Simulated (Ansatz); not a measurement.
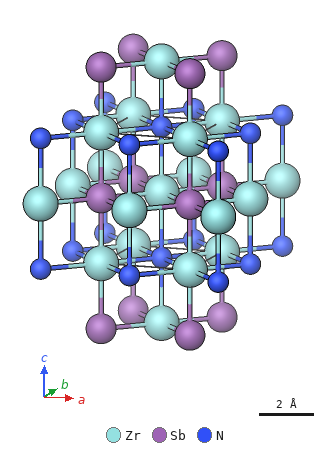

This is the input geometry for a relaxation of solid Zr2SbN (a generated structure, set up in P4/mmm) (coarse preliminary run). The picture is a ball-and-stick view of the cell of the calculation, seen from a free direction.

Theory: DFT LDA, scalar-relativistic, plane waves, PAW in Ansatz 0.2.0.

Input
```yaml
crystal:
  lattice:
    - [3.5441982672, 0.0, 0.0]
    - [0.0, 3.5441982672, 0.0]
    - [0.0, 0.0, 5.0122532571]
  atoms:
    - { symbol: Zr, position: [0.0, 0.0, 0.0] }
    - { symbol: Zr, position: [0.5, 0.5, 0.5] }
    - { symbol: Sb, position: [0.0, 0.0, 0.5] }
    - { symbol: "N", position: [0.5, 0.5, 0.0] }
basis:
  ecutwfc: 420
kpoints:
  mp_grid: { grid: [6, 6, 4] }
hamiltonian:
  xc: lda
scf:
  occupations: { method: gaussian, width: 0.1 }
output:
  forces: true
  stress: true
  eigenvalues: true
relax:
  adjacent_minimum: "off"
  f_tol: 0.05
  max_steps: 80
  cell: { stress_tol: 0.5 }
```

Predict the outcome.

No atom moves by more than 0.005 Å relative to the cell. Cell: a = b 3.544 → 3.716 Å (+4.8 %), c 5.012 → 5.291 Å (+5.6 %). Volume +16.0 %. Some distances before and after: Zr1–Sb3 2.506 → 2.645 Å, Zr2–N4 2.506 → 2.645 Å, Zr2–Sb3 2.506 → 2.628 Å, Zr1–N4 2.506 → 2.628 Å. The space group stays P4/mmm (No. 123). After 3 accepted moves (4 points after the start) the energy has fallen by 204 meV per atom. All forces vanish by symmetry, so only the cell relaxes. The pressure goes from 28.85 to 0.37 GPa. The SCF was repeated once at an unchanged geometry on a basis and grid sized afresh for the cell, which shifted the energy by 6.3 meV per atom at most.

Final geometry:

```
CELL_PARAMETERS angstrom
3.71594 0.00000 0.00000
0.00000 3.71594 0.00000
0.00000 0.00000 5.29091
ATOMIC_POSITIONS crystal
Zr 0.00000 0.00000 0.00000
Zr 0.50000 0.50000 0.50000
Sb 0.00000 0.00000 0.50000
N 0.50000 0.50000 0.00000
```

The end point in the same view:

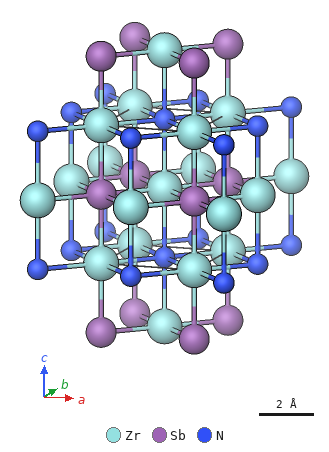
